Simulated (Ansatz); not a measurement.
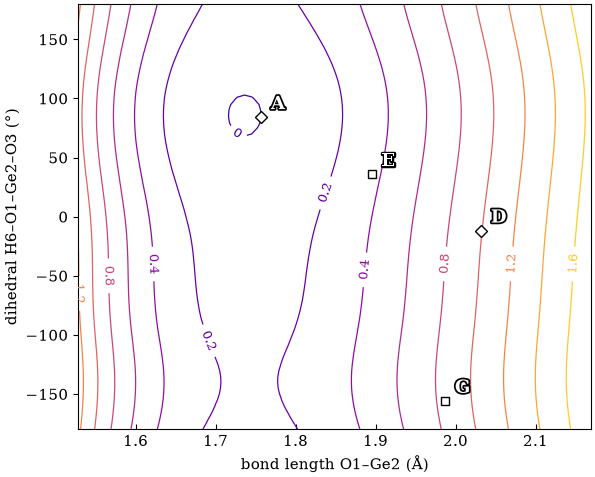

GeH₄O₄, SMILES [OH][Ge]([OH])([OH])[OH]. First axis: bond length O1–Ge2. Second axis: dihedral H6–O1–Ge2–O3. Nothing is relaxed (all other coordinates rigid). The scan uses a 15 × 15 grid. All energies are given in eV relative to the lowest grid point. Computed with RHF/def2-SVP (Ansatz).

In the figure: contour lines labelled in eV, lettered points. Between grid points the surface is interpolated.

> Is G the lowest point of the computed grid?

No. G lies 0.85 eV above the lowest grid point, which is at bond length O1–Ge2 = 1.757 Å, dihedral H6–O1–Ge2–O3 = 84°.

> What kind of point is each of A, D, E, G: minimum, saddle, maximum or slope?

A: minimum; D: on a slope; E: on a slope; G: on a slope. (In these two coordinates alone; a stationary point may lie a little off the grid point.)
